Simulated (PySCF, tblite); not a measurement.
# C₅H₆O₃: a rotation path, then NMR shifts on frames, part 1 of 2

How do NMR shifts of C₅H₆O₃ (`O=COC1=CCOC1`) change as the atoms move?

Computed with tblite 0.8.0 and PySCF 2.14.0, with density-fitted response routines of our own, on a single molecule in the gas phase. Atoms are numbered from 0 throughout.

## Step 1: Starting geometry

14 atoms, charge 0, multiplicity 1; geometry from: GFN2-xTB.

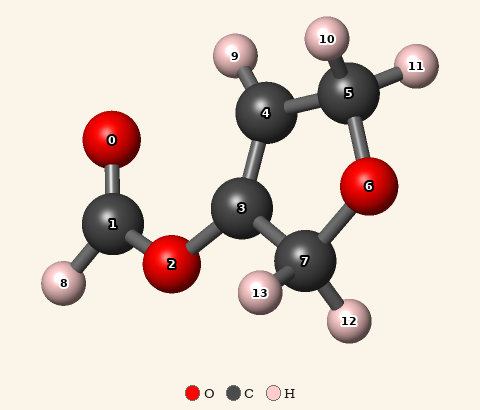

As it starts; oxygen red, carbon dark grey, hydrogen pink, atoms numbered.

## Step 2: A band between two rotamers with GFN2-xTB

Job settings and geometry (Å):

```
{"job": {"kind": "neb", "xc": "GFN2-xTB", "basis": "xTB", "atoms": [7, 3, 2, 1], "turn": 180}, "charge": 0, "multiplicity": 1}
O      2.643328     0.441277     1.007169
C      2.511113    -0.549256     0.356054
O      1.404036    -1.000302    -0.226412
C      0.216804    -0.315590    -0.133112
C     -0.112358     0.823076     0.461937
C     -1.564820     1.081669     0.220273
O     -2.035520    -0.013638    -0.558460
C     -0.981284    -0.916707    -0.819385
H      3.319916    -1.265546     0.133401
H      0.510627     1.485093     1.029217
H     -1.727880     2.017669    -0.331380
H     -2.135440     1.133142     1.157350
H     -1.225649    -1.908957    -0.416379
H     -0.823549    -1.012405    -1.902438
```

Level: GFN2-xTB climbing-image nudged elastic band, gas phase.

Command:

```console
$ OMP_NUM_THREADS=1 python probes_run.py task.json out
```

One launch serves the whole session: the jobs run in the order shown.

What it wrote:

```text
image   E - E0 / eV
  0      -0.0000
  1       0.0161
  2       0.0574
  3       0.1006
  4       0.1138
  5       0.0892
  6       0.0582
  7       0.0380
  8       0.0277
```

It took 5.1 s on 1 thread of Intel Xeon Platinum 8259CL at 2.50GHz, shared host; peak memory 0.18 GiB.

The final band, with the dihedral C7–C3–O2–C1:

| image | dihedral (°) | energy (eV) | energy (kcal/mol) |
| --- | --- | --- | --- |
| 0 | -180 | 0.000 | 0.0 |
| 1 | -157 | 0.016 | 0.4 |
| 2 | -134 | 0.057 | 1.3 |
| 3 | -111 | 0.101 | 2.3 |
| 4 | -87 | 0.114 | 2.6 |
| 5 | -64 | 0.089 | 2.1 |
| 6 | -42 | 0.058 | 1.3 |
| 7 | -20 | 0.038 | 0.9 |
| 8 | 1 | 0.028 | 0.6 |

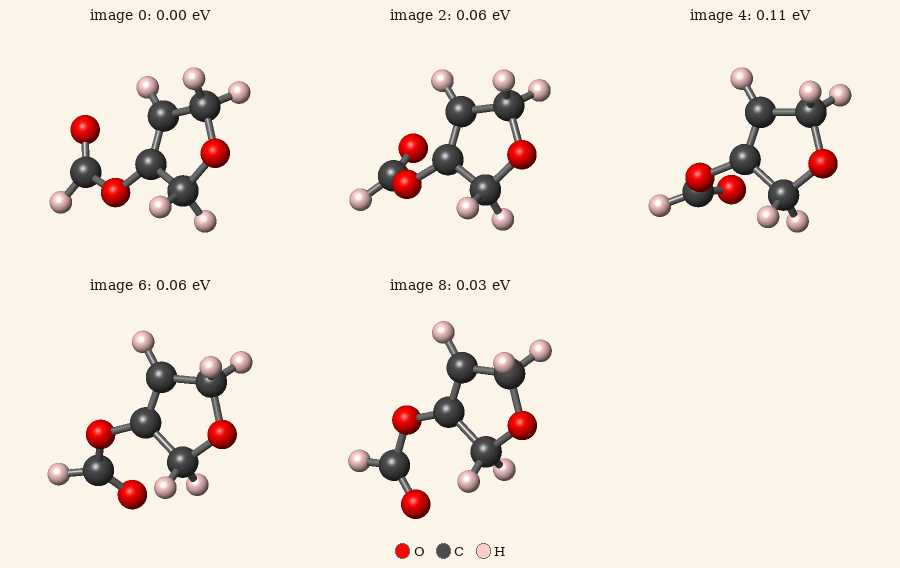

Images along the band.

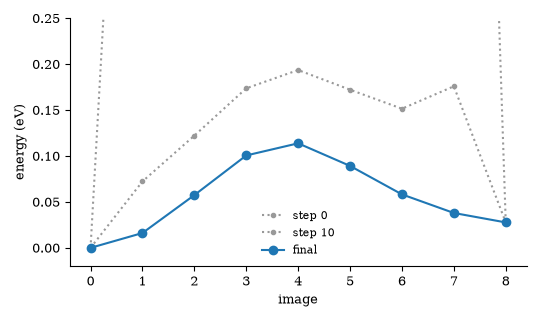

Energy along the band, early and final.

## Step 3: Shielding tensors: image 0, PBE0/pcSseg-1

Job settings and geometry (Å):

```
{"job": {"kind": "nmr", "xc": "PBE0", "basis": "pcSseg-1", "pop": false}, "charge": 0, "multiplicity": 1}
O      2.643300     0.441300     1.007200
C      2.511100    -0.549300     0.356100
O      1.404000    -1.000300    -0.226400
C      0.216800    -0.315600    -0.133100
C     -0.112400     0.823100     0.461900
C     -1.564800     1.081700     0.220300
O     -2.035500    -0.013600    -0.558500
C     -0.981300    -0.916700    -0.819400
H      3.319900    -1.265500     0.133400
H      0.510600     1.485100     1.029200
H     -1.727900     2.017700    -0.331400
H     -2.135400     1.133100     1.157400
H     -1.225600    -1.909000    -0.416400
H     -0.823500    -1.012400    -1.902400
```

With the program's defaults for keys left out, this is: GIAO PBE0/pcSseg-1 NMR shielding, non-relativistic, gas phase.

What it wrote:

```text
coarse grid: 12408 points
cycle   1  E = -419.0092375071  dE =  1.601e+00  |g| = 9.667e-01  |ddm| = 3.467e+00
cycle   2  E = -418.5852568493  dE =  4.240e-01  |g| = 1.780e+00  |ddm| = 1.728e+00
cycle   3  E = -419.1671398769  dE = -5.819e-01  |g| = 3.014e-01  |ddm| = 1.269e+00
cycle   4  E = -419.1825400991  dE = -1.540e-02  |g| = 9.795e-02  |ddm| = 2.515e-01
cycle   5  E = -419.1840875688  dE = -1.547e-03  |g| = 1.944e-02  |ddm| = 5.677e-02
cycle   6  E = -419.1841540131  dE = -6.644e-05  |g| = 9.154e-03  |ddm| = 1.887e-02
cycle   7  E = -419.1841734816  dE = -1.947e-05  |g| = 2.306e-03  |ddm| = 8.716e-03
cycle   8  E = -419.1841746209  dE = -1.139e-06  |g| = 5.432e-04  |ddm| = 2.068e-03
final grid: 121896 points
cycle   9  E = -419.2635160602  dE = -1.683e-05  |g| = 1.518e-02  |ddm| = 2.862e-02
cycle  10  E = -419.2634631692  dE =  5.289e-05  |g| = 2.312e-02  |ddm| = 2.073e-02
cycle  11  E = -419.2635558232  dE = -9.265e-05  |g| = 1.898e-03  |ddm| = 1.309e-02
cycle  12  E = -419.2635564668  dE = -6.436e-07  |g| = 4.311e-04  |ddm| = 1.322e-03
cycle  13  E = -419.2635564954  dE = -2.858e-08  |g| = 1.687e-04  |ddm| = 3.964e-04
cycle  14  E = -419.2635565012  dE = -5.859e-09  |g| = 4.816e-05  |ddm| = 1.575e-04
cycle  15  E = -419.2635565017  dE = -5.002e-10  |g| = 1.633e-05  |ddm| = 4.651e-05
converged SCF energy = -419.2635565017

GIAO shielding tensors (ppm)
atom      isotropic    diamagn.    paramagn.     s11        s22        s33       span
  0 O     -126.939     402.544    -529.483   -434.414   -235.671    289.268    723.682
  1 C       24.458     243.966    -219.509    -82.067     72.784     82.657    164.724
  2 O       98.402     401.189    -302.787    -97.186    139.685    252.708    349.894
  3 C       35.158     257.919    -222.761    -60.657     82.392     83.739    144.396
  4 C       69.165     259.389    -190.223    -18.062     79.973    145.585    163.647
  5 C      106.182     245.643    -139.461     66.683     95.946    155.917     89.234
  6 O      326.008     395.219     -69.211    246.473    327.910    403.643    157.170
  7 C      109.184     243.957    -134.773     73.242     97.863    156.446     83.203
  8 H       23.527      25.349      -1.822     18.782     23.712     28.086      9.305
  9 H       24.988      33.793      -8.805     21.462     25.420     28.083      6.621
 10 H       26.511      28.542      -2.032     22.574     25.255     31.703      9.129
 11 H       26.507      28.541      -2.034     22.575     25.248     31.699      9.124
 12 H       26.742      28.671      -1.929     22.813     26.020     31.394      8.581
 13 H       26.739      28.667      -1.928     22.800     26.028     31.389      8.589
```

Run time: 23 s. Hardware: 1 thread of Intel Xeon Platinum 8259CL at 2.50GHz, shared host; peak memory 0.74 GiB.

The references, computed at this level on geometries of the same kind, shield at (ppm): 1H TMS 31.72, 13C TMS 186.9, 17O H2O 336.1. Their shielding less the atom's gives the shift. The references are single molecules in the gas phase, so shifts against H2O, NH3, PH3, H3PO4 or CFCl3 are not on the usual liquid scales and can be off by tens of ppm. Each atom is listed at this fixed geometry, with no averaging over motion; a spectrum would average atoms that exchange fast.

```csv
atoms,environment,σ (ppm),δ (ppm)
C1,ester carbonyl carbon,24.5,162.5
C3,alkene carbon bearing oxygen,35.2,151.8
C4,β carbon of an enol-ether or enamine type C=C,69.2,117.8
C5,allylic sp3 CH2 bonded to O,106.2,80.7
C7,allylic sp3 CH2 bonded to O,109.2,77.7
H8,hydrogen on an ester carbonyl carbon,23.53,8.19
H9,hydrogen on a β carbon of an enol-ether or enamine type C=C,24.99,6.73
H11,hydrogen on an allylic sp3 CH2 bonded to O,26.51,5.21
H10,hydrogen on an allylic sp3 CH2 bonded to O,26.51,5.21
H13,hydrogen on an allylic sp3 CH2 bonded to O,26.74,4.98
H12,hydrogen on an allylic sp3 CH2 bonded to O,26.74,4.97
O0,ester carbonyl oxygen,-126.9,463.0
O2,ester alkoxy oxygen,98.4,237.7
O6,ether oxygen,326.0,10.1
```

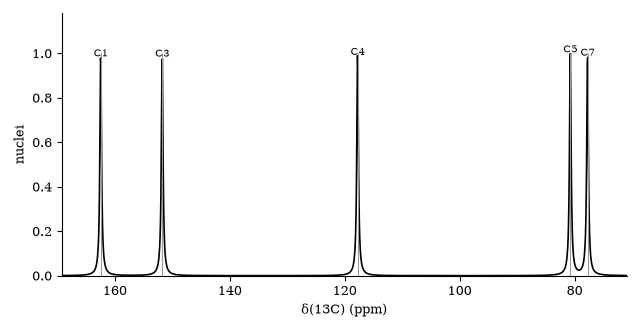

13C lines at the computed shifts, without couplings. Lines are broadened to a width of 0.34 ppm (Lorentzian).

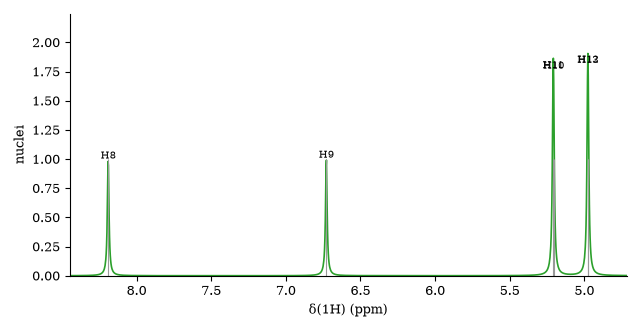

1H lines at the computed shifts, without couplings. Lines are broadened to a width of 0.01 ppm (Lorentzian).

Ring of atoms C3, C4, C5, O6, C7: NICS(0) -5.8, NICS(1) -2.1, NICS(1)zz -3.2 ppm (means of both faces).

## Step 4: Shielding tensors: image 2, PBE0/pcSseg-1

Job settings and geometry (Å):

```
{"job": {"kind": "nmr", "xc": "PBE0", "basis": "pcSseg-1", "pop": false}, "charge": 0, "multiplicity": 1}
O      2.325300    -0.277200     1.544300
C      2.443900    -0.686800     0.432200
O      1.529700    -0.674900    -0.535500
C      0.281000    -0.140300    -0.300400
C     -0.087800     0.999300     0.264600
C     -1.580800     1.085200     0.229200
O     -2.027200    -0.119900    -0.384300
C     -0.923000    -0.917800    -0.756500
H      3.349900    -1.168400     0.026900
H      0.527600     1.768400     0.688000
H     -1.931600     1.943500    -0.360800
H     -2.013300     1.163600     1.235400
H     -0.979500    -1.897400    -0.261700
H     -0.915000    -1.077800    -1.843700
```

Method: GIAO PBE0/pcSseg-1 NMR shielding, non-relativistic, gas phase.

What it wrote:

```text
coarse grid: 12408 points
cycle   1  E = -419.0037181896  dE =  1.598e+00  |g| = 9.732e-01  |ddm| = 3.458e+00
cycle   2  E = -418.5715912986  dE =  4.321e-01  |g| = 1.796e+00  |ddm| = 1.729e+00
cycle   3  E = -419.1625622626  dE = -5.910e-01  |g| = 3.100e-01  |ddm| = 1.266e+00
cycle   4  E = -419.1789374172  dE = -1.638e-02  |g| = 1.003e-01  |ddm| = 2.555e-01
cycle   5  E = -419.1805713630  dE = -1.634e-03  |g| = 1.967e-02  |ddm| = 5.733e-02
cycle   6  E = -419.1806390252  dE = -6.766e-05  |g| = 9.374e-03  |ddm| = 1.901e-02
cycle   7  E = -419.1806593247  dE = -2.030e-05  |g| = 2.433e-03  |ddm| = 8.814e-03
cycle   8  E = -419.1806605933  dE = -1.269e-06  |g| = 5.535e-04  |ddm| = 2.133e-03
final grid: 121896 points
cycle   9  E = -419.2602808344  dE = -1.520e-05  |g| = 1.568e-02  |ddm| = 2.690e-02
cycle  10  E = -419.2602207689  dE =  6.007e-05  |g| = 2.428e-02  |ddm| = 2.172e-02
cycle  11  E = -419.2603232518  dE = -1.025e-04  |g| = 2.559e-03  |ddm| = 1.367e-02
cycle  12  E = -419.2603244372  dE = -1.185e-06  |g| = 4.251e-04  |ddm| = 1.686e-03
cycle  13  E = -419.2603244670  dE = -2.982e-08  |g| = 1.665e-04  |ddm| = 4.362e-04
cycle  14  E = -419.2603244729  dE = -5.858e-09  |g| = 4.675e-05  |ddm| = 1.554e-04
cycle  15  E = -419.2603244733  dE = -4.471e-10  |g| = 1.844e-05  |ddm| = 4.726e-05
converged SCF energy = -419.2603244733

GIAO shielding tensors (ppm)
atom      isotropic    diamagn.    paramagn.     s11        s22        s33       span
  0 O     -115.639     401.922    -517.561   -426.310   -222.546    301.939    728.248
  1 C       24.655     244.281    -219.626    -84.799     73.776     84.988    169.787
  2 O      100.133     401.909    -301.776    -68.750    133.532    235.617    304.367
  3 C       35.737     257.843    -222.106    -59.422     72.769     93.862    153.284
  4 C       66.076     258.663    -192.587    -29.654     79.996    147.887    177.541
  5 C      106.318     245.342    -139.023     67.913     95.935    155.107     87.194
  6 O      321.239     395.546     -74.307    235.947    325.279    402.492    166.545
  7 C      108.975     244.728    -135.753     74.460     96.985    155.479     81.018
  8 H       23.585      25.477      -1.892     19.311     23.641     27.804      8.493
  9 H       25.961      33.227      -7.266     23.844     24.915     29.125      5.281
 10 H       26.489      28.205      -1.716     22.611     25.122     31.733      9.122
 11 H       26.441      28.657      -2.215     22.718     25.029     31.577      8.859
 12 H       26.906      29.414      -2.508     23.273     26.186     31.258      7.985
 13 H       26.707      28.617      -1.909     22.775     26.034     31.313      8.538
```

Wall time 22 s (1 thread of Intel Xeon Platinum 8259CL at 2.50GHz, shared host); peak memory 0.77 GiB.

In short: δ C1 162.3, C3 151.2, C4 120.8, C5 80.6, H8 8.13, H9 5.76 ppm.

(Continued in part 2 of 2.)
